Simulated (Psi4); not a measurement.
# SiH4Te (SMILES [SiH3][TeH]): a chain of runs

Wanted: a geometry optimisation (BLYP/def2-SVP), then the harmonic vibrations, then the vertical excitations (TD-BLYP/def2-SVP) of SiH4Te. 

The results are computed with Psi4 1.11.

**1. Starting point**

SiH4Te has 6 atoms, charge 0, and is taken as a singlet. SMILES: `[SiH3][TeH]`. The shape is that of a PBE0-D4/def2-TZVP optimisation. The run starts from this shape.

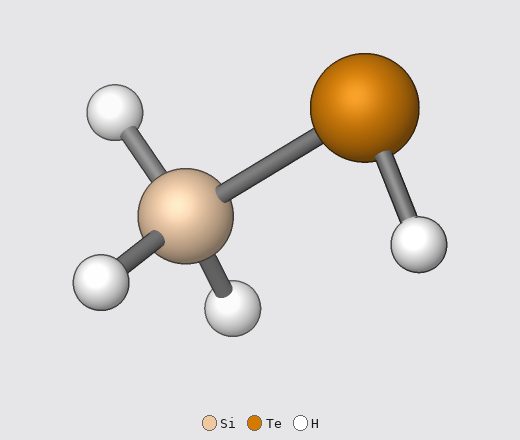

The structure, seen from a chosen angle (silicon light orange, tellurium orange, hydrogen white).

**2. A geometry optimisation at BLYP/def2-SVP (density fitting, core potential) (run 1)**

job.dat reads:

```
memory 1600 MB

molecule mol {
  Si    -0.296600    -0.269700    -0.519700
  Te    -0.105900     0.800200     1.725000
  H      0.381100    -1.589500    -0.550900
  H     -1.754100    -0.446400    -0.735900
  H      0.269400     0.597600    -1.582500
  H      1.548100     0.843900     1.617900
}

set reference rks
set geom_maxiter 60

optimize('blyp/def2-SVP')
print_variables()
```

The run is started by

```sh
psi4 -i job.dat -o job.out -n 1
```

job.out:

```text
[...]
    !!!  WARNING: ECP capability is in beta. Please check occupations closely.  !!!
[...]
  Running in c1 symmetry.
[...]
  Nuclear repulsion =  109.024305306250696
[...]
  Multiplicity = 1
[...]
  Nalpha       = 21
  Nbeta        = 21
[...]
    Number of basis functions: 64
[...]
   @DF-RKS iter   1:  -559.57535338008472   -1.99364e+00   7.56102e-03 ADIIS/DIIS
[...]
    !!!  WARNING: ECP capability is in beta. Please check occupations closely.  !!!
[...]
   @DF-RKS iter   6:  -559.75147842878403   -1.18234e-11   8.32040e-09 DIIS
[...]
  @DF-RKS Final Energy:  -559.75147842878403
   => Energetics <=
    Nuclear Repulsion Energy =            106.7519261851606700
    One-Electron Energy =               -1083.2912322314964513
    Two-Electron Energy =                 459.8309542290690501
    DFT Exchange-Correlation Energy =     -43.0431266115173727
    Empirical Dispersion Energy =           0.0000000000000000
    VV10 Nonlocal Energy =                  0.0000000000000000
    Total Energy =                       -559.7514784287840257
[...]
  -Total Gradient:
     Atom            X                  Y                   Z
    ------   -----------------  -----------------  -----------------
       1        0.000025021707     0.000021141598     0.000046739757
       2       -0.000051590155    -0.000002756095    -0.000008542679
       3       -0.000006637817    -0.000013115945    -0.000011948838
       4       -0.000016703329     0.000000051200     0.000008524447
       5       -0.000002306387     0.000003051138    -0.000010046850
       6        0.000027797106     0.000013856350     0.000025226449
[...]
```

On the terminal:

```text
Optimizer: Optimization complete!
```

It took 14 s on 1 thread of Intel Xeon 6975P-C (Granite Rapids), shared host; peak memory 0.47 GiB.

Steps, from the record of the run:

```tsv
step	energy from the first frame kept (eV)	largest force (eV/Å)
0	0.0000	0.7761
1	-0.0309	0.1801
2	-0.0322	0.0186
3	-0.0323	0.0029
```

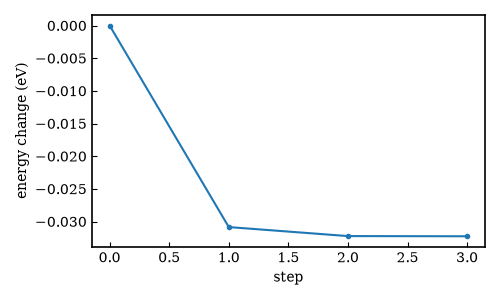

Energy along the run.

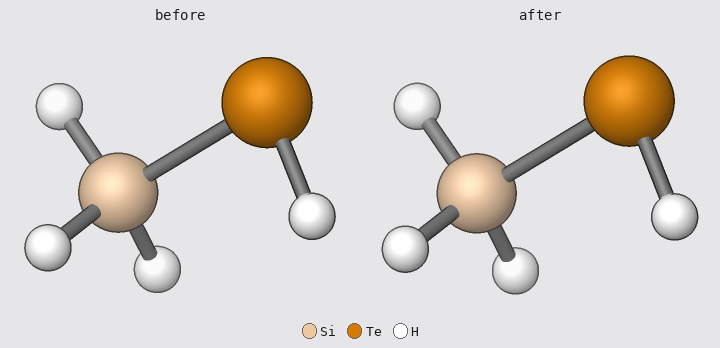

Before and after, at one scale.

After the run. Bond lengths: Si1–Te2 2.554 Å, Si1–H3 1.500 Å, Si1–H4 1.499 Å, Si1–H5 1.500 Å, Te2–H6 1.689 Å. Angles: Si1–Te2–H6 91.6°, Te2–Si1–H3 111.8°, Te2–Si1–H4 104.9°, Te2–Si1–H5 111.7°, H3–Si1–H4 109.7°, H3–Si1–H5 109.1°, H4–Si1–H5 109.7°.

**3. Vibrational wavenumbers at BLYP/def2-SVP (density fitting, core potential) (run 2)**

input.inp reads:

```
memory 1.6 GB

molecule {
  0 1
  Si    -0.299820    -0.291736    -0.562483
  Te    -0.105310     0.805570     1.735336
  H      0.382818    -1.626663    -0.600639
  H     -1.772192    -0.471711    -0.779695
  H      0.267281     0.579292    -1.643764
  H      1.579973     0.844229     1.628066
  units angstrom
  symmetry c1
}

set {
  t 298.15
  rotational_symmetry_number 1
}

frequency('blyp/def2-SVP')
```

The run is started by

```sh
psi4 -i input.inp -o input.out -n 1
```

input.out:

```text
[...]
  Running in c1 symmetry.
[...]
  Nuclear repulsion =  106.751909120108536
[...]
  Multiplicity = 1
[...]
  Nalpha       = 21
  Nbeta        = 21
[...]
    Number of basis functions: 64
[...]
   @DF-RKS iter   1:  -559.56979847736125   -2.07947e+00   7.67928e-03 ADIIS/DIIS
[...]
   @DF-RKS iter  11:  -559.75147786229718   -2.04636e-12   2.95474e-09 DIIS
[...]
  @DF-RKS Final Energy:  -559.75147786229718
   => Energetics <=
    Nuclear Repulsion Energy =            106.7591950632804867
    One-Electron Energy =               -1083.3065947792574661
    Two-Electron Energy =                 459.8393485025212613
    DFT Exchange-Correlation Energy =     -43.0434266488414607
    Empirical Dispersion Energy =           0.0000000000000000
    VV10 Nonlocal Energy =                  0.0000000000000000
    Total Energy =                       -559.7514778622971789
[...]
  -Total Gradient:
     Atom            X                  Y                   Z
    ------   -----------------  -----------------  -----------------
       1        0.000205347360     0.000250722730    -0.000289085991
       2       -0.000105995705     0.000012159055    -0.000000789475
       3       -0.000007025030    -0.000012954408    -0.000006748587
       4       -0.000020320461     0.000001177118     0.000028894256
       5       -0.000154474333    -0.000228640066     0.000323287338
       6        0.000058098291    -0.000000330938    -0.000005608840
[...]
  ==> Harmonic Vibrational Analysis <==
[...]
  Freq [cm^-1]                 144.2257            309.2906            432.0474
[...]
  Freq [cm^-1]                 536.3298            639.7347            869.0428
[...]
  Freq [cm^-1]                 908.8662            933.1604           2015.0712
[...]
  Freq [cm^-1]                2154.6334           2167.3099           2178.1661
[...]
```

On the terminal:

```text
Warning: used thermodynamics relations inappropriate for low-frequency modes: ['144.2257' '309.2906' '432.0474' '536.3298']
```

Run time: 1.7 min. Hardware: 1 thread of Intel Xeon 6975P-C (Granite Rapids), shared host; peak memory 0.46 GiB.

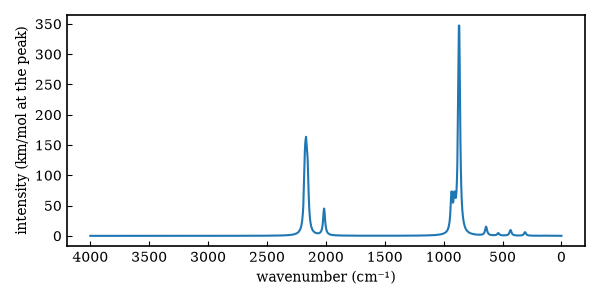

Harmonic infrared spectrum, unscaled, lines broadened by 10 cm⁻¹.

**4. The vertical excitations at TD-BLYP/def2-SVP (density fitting, core potential, save jk yes) (run 3)**

run.py reads:

```python
import psi4

psi4.set_memory(1600000000)
psi4.set_num_threads(1)
psi4.core.set_output_file('run.log', False)

geom = psi4.geometry("""
0 1
Si
Te 1 2.553798
H 1 1.499827 2 111.75627
H 1 1.49915 3 109.66234 2 -115.8592
H 1 1.499821 4 109.6712 3 119.72911
H 2 1.689136 1 91.64374 4 -179.96837
units angstrom
symmetry c1
""")

psi4.set_options(dict(basis='def2-SVP', save_jk=True))

from psi4.driver.procrouting.response.scf_response import tdscf_excitations
e_tot, wfn = psi4.energy('BLYP', molecule=geom, return_wfn=True)
states = tdscf_excitations(wfn, states=4, tda=False)
for k, s in enumerate(states, 1):
    print(f"root {k}: {s['EXCITATION ENERGY'] * 27.211386:.4f} eV  f = {s['OSCILLATOR STRENGTH (LEN)']:.4f}  {s['SYMMETRY']}")
print('E =', round(e_tot, 9))
```

The run is started by

```sh
python run.py
```

run.log:

```text
[...]
  Running in c1 symmetry.
[...]
  Nuclear repulsion =  106.751922934370285
[...]
  Multiplicity = 1
[...]
  Nalpha       = 21
  Nbeta        = 21
[...]
    Number of basis functions: 64
[...]
   @DF-RKS iter   1:  -559.56909899504990   -2.07371e+00   7.69192e-03 ADIIS/DIIS
[...]
   @DF-RKS iter   8:  -559.75147842513957   -3.72841e-07   9.01723e-07 DIIS
[...]
  @DF-RKS Final Energy:  -559.75147842513957
   => Energetics <=
    Nuclear Repulsion Energy =            106.7519229343702847
    One-Electron Energy =               -1083.2915712996018556
    Two-Electron Energy =                 459.8313027426652866
    DFT Exchange-Correlation Energy =     -43.0431328025734032
    Empirical Dispersion Energy =           0.0000000000000000
    VV10 Nonlocal Energy =                  0.0000000000000000
    Total Energy =                       -559.7514784251395668
[...]
 Multipole Moments:
 ------------------------------------------------------------------------------------
     Multipole            Electronic (a.u.)      Nuclear  (a.u.)        Total (a.u.)
 ------------------------------------------------------------------------------------
 L = 1.  Multiply by 2.5417464519 to convert [e a0] to [Debye]
 Dipole X            :          1.8763783           -1.9334344           -0.0570561
 Dipole Y            :         -1.0274007            1.0586432            0.0312425
 Dipole Z            :         45.0722125          -45.2548157           -0.1826032
 Magnitude           :                                                    0.1938438
[...]
                                    Excitation Energy         Total Energy        Oscillator Strength             Rotatory Strength
[...]
Excited State    1 (1 A):   0.14546 au   313.24 nm f = 0.0025
[...]
Excited State    2 (1 A):   0.16922 au   269.25 nm f = 0.0015
[...]
```

Standard output:

```text
root 1: 3.9581 eV  f = 0.0025  A
root 2: 4.6048 eV  f = 0.0015  A
root 3: 5.6761 eV  f = 0.0001  A
root 4: 5.9309 eV  f = 0.0011  A
E = -559.751478425
```

It took 9.6 s on 1 thread of Intel Xeon 6975P-C (Granite Rapids), shared host; peak memory 0.43 GiB.

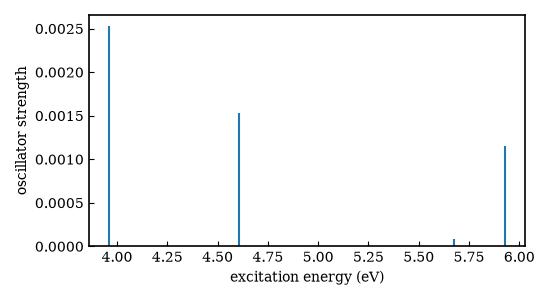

Vertical excitations as sticks.

The roots found:

```tsv
excited state	energy (eV)	strength	label
1	3.958	0.0025	A 1
2	4.605	0.0015	A 1
3	5.676	0.0001	A 1
4	5.931	0.0011	A 1
```

**5. Results**

| quantity | value |
| --- | --- |
| run 1, BLYP/def2-SVP: total energy at the end | -559.75148 Eh |
| run 1, BLYP/def2-SVP: dipole moment | 0.49 D |
| run 1, BLYP/def2-SVP: HOMO energy | -5.16 eV |
| run 1, BLYP/def2-SVP: LUMO energy | -1.41 eV |
| run 1, BLYP/def2-SVP: HOMO–LUMO gap | 3.75 eV |
| run 2, BLYP/def2-SVP: lowest harmonic wavenumber | 144 cm⁻¹ |
| run 2, BLYP/def2-SVP: highest harmonic wavenumber | 2178 cm⁻¹ |
| run 2, BLYP/def2-SVP: zero-point energy | 79.5 kJ/mol |
| run 2, BLYP/def2-SVP: ideal-gas entropy at 298.15 K (symmetry number 1 as used) | 71.5 cal/(mol K) |
| run 3, TD-BLYP/def2-SVP: ground-state or mean-field energy | -559.75148 Eh |
| run 3, TD-BLYP/def2-SVP: dipole moment (BLYP Kohn–Sham density) | 0.49 D |
| run 3, TD-BLYP/def2-SVP: HOMO energy (BLYP Kohn–Sham orbitals) | -5.16 eV |
| run 3, TD-BLYP/def2-SVP: LUMO energy (BLYP Kohn–Sham orbitals) | -1.41 eV |
| run 3, TD-BLYP/def2-SVP: HOMO–LUMO gap (BLYP Kohn–Sham orbitals) | 3.75 eV |
| run 3, TD-BLYP/def2-SVP: lowest excitation energy | 3.96 eV |

The optimisation (run 1, BLYP/def2-SVP) took 4 steps and changed the energy by -0.032 eV. All 12 modes (run 2, BLYP/def2-SVP) are real, so the shape is a minimum at this level. Roots above 5.2 eV lie over the negative of the HOMO energy, where those of Rydberg kind are poorly described; valence roots are less touched.
